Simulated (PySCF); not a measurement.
**C₃H₁₁BN₂: electronic excitations**

Wanted: the electronic excitations of C₃H₁₁BN₂ (`C/N=C\C[BH2-][NH3+]`), by calculation.

The runs use PySCF 2.14.0, with density-fitted response routines of our own; the level of theory stands in each step. All values are computed, except where a source is named. Atoms count from 0, in the outputs and in this text.

## 1. Starting geometry

17 atoms, charge 0, multiplicity 1; geometry from: GFN2-xTB.

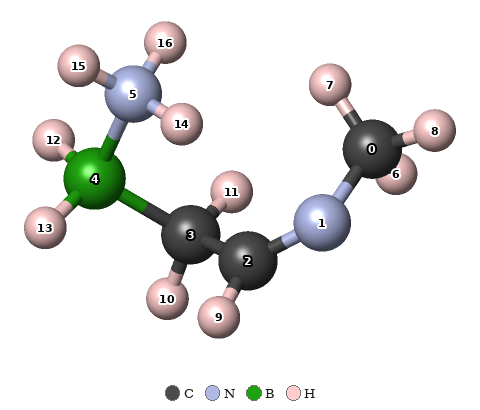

As it starts; carbon dark grey, nitrogen light blue, boron green, hydrogen pink, atoms numbered.

## 2. Ultraviolet spectrum: PBE0/def2-SVPD

What the job is given:

```
{"job": {"kind": "uv", "xc": "PBE0", "basis": "def2-SVPD", "nstates": 8, "ntriplets": 3}, "charge": 0, "multiplicity": 1}
C      2.119785     0.516715    -0.482135
N      1.479011     0.754962     0.788622
C      0.575503    -0.020245     1.229083
C     -0.127287    -1.133922     0.569541
B     -1.626498    -0.606429     0.113915
N     -1.365832     0.785370    -0.729488
H      2.610596    -0.460907    -0.505182
H      1.432494     0.561597    -1.334677
H      2.879430     1.288786    -0.612524
H      0.204720     0.249404     2.215741
H     -0.271252    -1.946756     1.279242
H      0.442809    -1.517381    -0.277335
H     -2.161010    -1.360968    -0.632953
H     -2.297988    -0.297812     1.046007
H     -0.712139     1.346909    -0.185075
H     -2.236487     1.287592    -0.862880
H     -0.952851     0.565115    -1.629812
```

Method: TDDFT PBE0/def2-SVPD, vertical, gas phase, core orbitals frozen in the response.

Command:

```
> OMP_NUM_THREADS=1 python probes_run.py task.json out
```

One launch serves the whole session: the jobs run in the order shown.

Log:

```text
coarse grid: 13288 points
cycle   1  E = -254.7107887486  dE =  4.583e-01  |g| = 4.571e-01  |ddm| = 5.751e+00
cycle   2  E = -254.7114224092  dE = -6.337e-04  |g| = 4.932e-01  |ddm| = 2.530e+00
cycle   3  E = -254.7739638652  dE = -6.254e-02  |g| = 1.000e-01  |ddm| = 1.461e+00
cycle   4  E = -254.7756802198  dE = -1.716e-03  |g| = 4.976e-02  |ddm| = 2.751e-01
cycle   5  E = -254.7762543191  dE = -5.741e-04  |g| = 9.125e-03  |ddm| = 1.152e-01
cycle   6  E = -254.7762748309  dE = -2.051e-05  |g| = 1.850e-03  |ddm| = 2.129e-02
cycle   7  E = -254.7762756605  dE = -8.295e-07  |g| = 4.152e-04  |ddm| = 3.736e-03
final grid: 125912 points
cycle   8  E = -254.8045280457  dE = -6.483e-05  |g| = 8.613e-03  |ddm| = 1.493e-01
cycle   9  E = -254.8045232935  dE =  4.752e-06  |g| = 9.870e-03  |ddm| = 3.509e-02
cycle  10  E = -254.8045472748  dE = -2.398e-05  |g| = 8.903e-04  |ddm| = 1.778e-02
cycle  11  E = -254.8045474296  dE = -1.548e-07  |g| = 4.181e-04  |ddm| = 2.102e-03
cycle  12  E = -254.8045474646  dE = -3.507e-08  |g| = 1.337e-04  |ddm| = 1.135e-03
cycle  13  E = -254.8045474686  dE = -3.995e-09  |g| = 3.338e-05  |ddm| = 3.284e-04
cycle  14  E = -254.8045474689  dE = -2.452e-10  |g| = 5.631e-06  |ddm| = 6.169e-05
converged SCF energy = -254.8045474689

Static polarisability (au): isotropic 72.663, principal 63.702 67.418 86.868

Singlet excitations
state   eV       nm        f      main configurations
  1   4.8235    257.0   0.00217   H->L 0.52, H->L+1 0.46
  2   5.5685    222.7   0.00894   H->L+1 0.52, H->L 0.46
  3   6.1604    201.3   0.03903   H-1->L 0.97
  4   6.6386    186.8   0.00964   H->L+2 0.79, H-2->L 0.18
  5   6.6686    185.9   0.01072   H-2->L 0.79, H->L+2 0.17
  6   6.9029    179.6   0.16163   H-1->L+1 0.77, H->L+3 0.11
  7   6.9934    177.3   0.02299   H->L+4 0.62, H->L+3 0.33
  8   7.1279    173.9   0.02171   H->L+3 0.50, H->L+4 0.30, H-1->L+1 0.10

Triplet excitations (Tamm-Dancoff, eV): 4.1162 4.7681 5.4520
```

Wall time 60 s (1 thread of Arm Neoverse N1, shared host); peak memory 0.83 GiB.

The orbitals next to the gap, with their largest atomic shares:

```csv
orbital,eV,atoms
HOMO−3,-9.07,"B4 20 %, C2 15 %, C3 14 %"
HOMO−2,-8.12,"B4 37 %, H13 24 %, H12 16 %"
HOMO−1,-7.46,"N1 29 %, C3 18 %, B4 14 %"
HOMO,-6.59,"N1 55 %, C2 12 %, C0 11 %"
LUMO,-0.28,"B4 18 %, H16 16 %, H15 12 %"
LUMO+1,0.34,"C2 29 %, N1 24 %, C0 8 %"
LUMO+2,1.04,"C0 17 %, H15 16 %, H7 10 %"
```

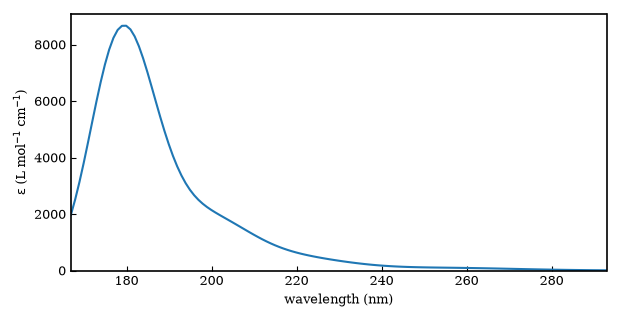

Absorption spectrum: each of the 8 states is a Gaussian band of 0.4 eV half-width at 1/e. Beyond the last state computed it falls off for lack of states.

Ground-state properties from the same run:

```
           property  computed
  dipole moment (D)      3.84
polarisability (Å³)     10.77
 HOMO–LUMO gap (eV)      6.31
      −ε(HOMO) (eV)      6.59
```

## 3. What came out

| quantity | value |
| --- | --- |
| lowest singlet (PBE0/def2-SVPD) | 4.82 eV (257 nm), f = 0.002 |
| brightest single state of those computed | state 6, 6.90 eV, f = 0.162 |
| lowest triplet | 4.12 eV |

In words: The lowest singlet, at 4.82 eV, is HOMO→LUMO 0.52, HOMO→LUMO+1 0.46 and is weak; of the 8 states computed, the strongest absorption comes from state 6 at 6.90 eV. The lowest triplet lies 0.71 eV below the lowest singlet (triplets in Tamm-Dancoff, singlets in full TDDFT). States above −ε(HOMO) lie where TDDFT describes them poorly and they hang on the basis; the brightest is among them.
